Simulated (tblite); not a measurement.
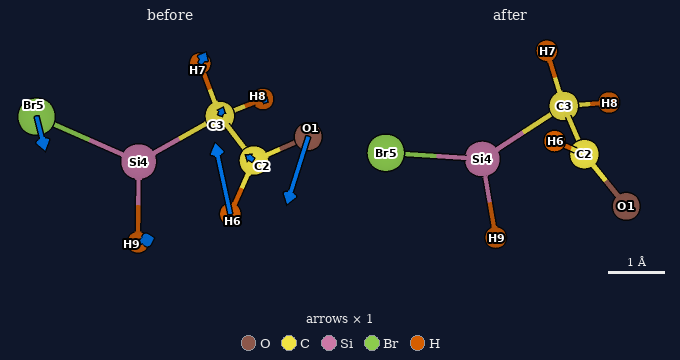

The structure of C$_{2}$H$_{4}$BrOSi (multiplicity 2) before (left) and after (right) a relaxation, at one scale. The blue arrows give the displacements, at their true length.

The picture is a ball-and-stick view, seen at a tilt.

Theory: GFN2-xTB geometry optimisation, gas phase (tblite). 

**What changed between the two?**

Over 88 geometry steps the energy falls by 10.3 kcal/mol. The largest move after the best rigid fit is that of H6, 1.50 Å. Largest moves by element: H 1.50 Å, O 1.46 Å, Br 0.77 Å, C 0.21 Å, Si 0.08 Å. Some distances before and after: C3–Si4 1.841 → 1.918 Å, C2–C3 1.527 → 1.480 Å, C3–H7 1.118 → 1.088 Å, C3–H8 1.111 → 1.088 Å. Bond angles that change, for instance: C2–C3–Si4 113.3° → 102.6°, C2–C3–H7 104.4° → 112.3°, C3–C2–H6 120.1° → 114.1°. Groups turn about C2–C3 by about 85°, C3–Si4 by about 30°.
